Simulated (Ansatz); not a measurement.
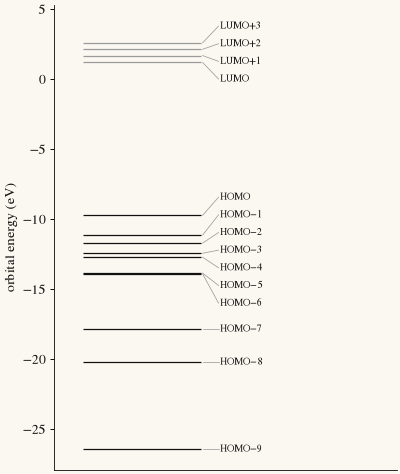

Kohn-Sham orbital energies near the frontier, LC-wPBE/def2-TZVPP, the Ansatz code, at a PBE0-D4/def2-TZVP geometry (a minimum by its frequencies), isolated molecule; empty levels in grey, levels within 0.03 eV side by side.

Question: Which molecule has this level scheme?
A. CH₄GaNO (imidic-acid tautomer), SMILES N(=[C](\O)[GaH2])/[H], singlet
B. BSi₂H₇O, SMILES B[Si@H](O)[SiH3]
C. SiSbH₄Cl, SMILES Cl[SiH2][SbH2], singlet

Answer: Option C. HOMO −9.76 eV, LUMO 1.16 eV, separation 10.92 eV.

Known limits of this run: core potentials past krypton; spin-orbit coupling is left out, and with Sb it can shift these levels and split any degenerate set; empty levels above zero depend strongly on the basis.
